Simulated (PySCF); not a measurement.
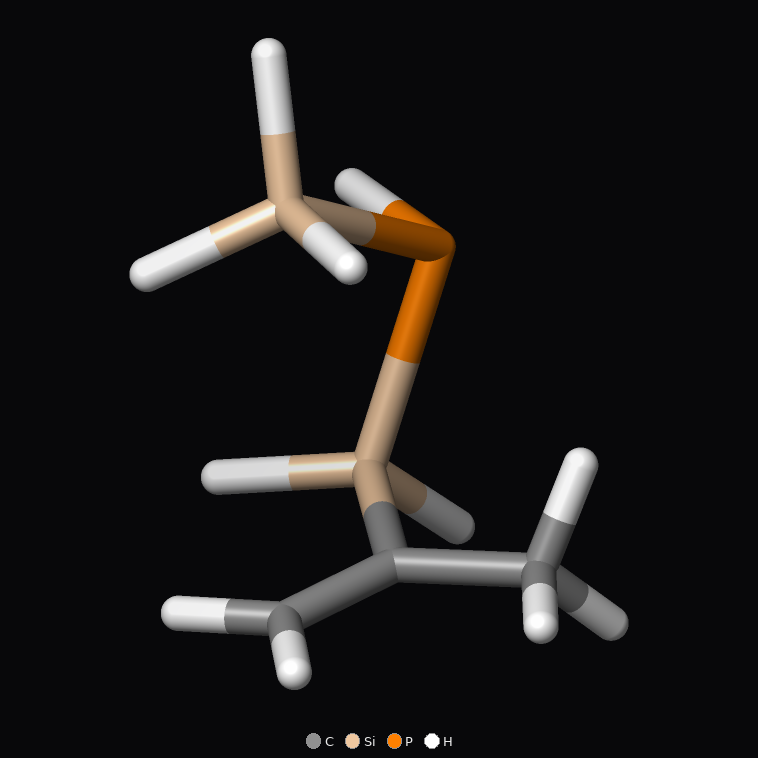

Computed geometry: PBE0-D3(BJ)/def2-SVP optimisation. No frequency run is at hand to confirm it as a minimum.

Give the structural formula.

SMILES: C=C(C)[SiH2]P[SiH3]

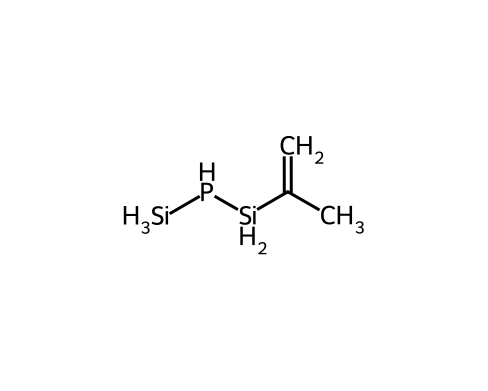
